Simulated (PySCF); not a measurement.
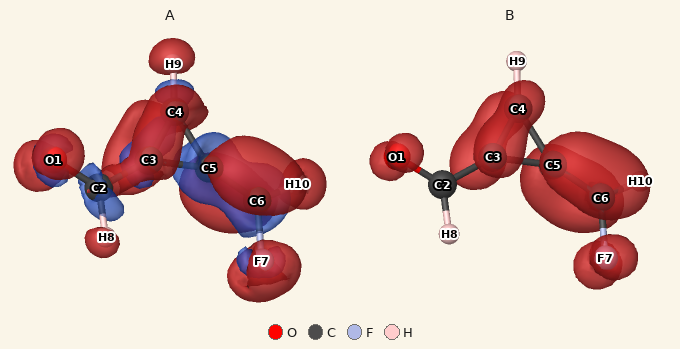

Figure. C5H3FO, SMILES `O=CC1=CC/1=C/F`. The Fukui function f⁻ from two separate SCF calculations and the density of the HOMO, at ±0.02 e/Å³ (red positive, blue negative).

Level of theory: B3LYP/6-31+G* (PySCF), at a geometry from GFN2-xTB. No frequency check shows the geometry to be a minimum.

**Which panel is which, and how good is the frozen-orbital picture?**

A is f⁻ (it has negative regions), B the HOMO density. The HOMO lies on C6 (34 %), C5 (22 %) and C3 (12 %); f⁻ (Hirshfeld-condensed) is largest on C6 (0.21), C5 (0.13) and F7 (0.13); the vertical ionisation energy is 8.67 eV (the stability of the cation's solution wasn't checked). Relaxation shifts 23 % of the electron between atoms. The orbital energy is −6.39 eV.
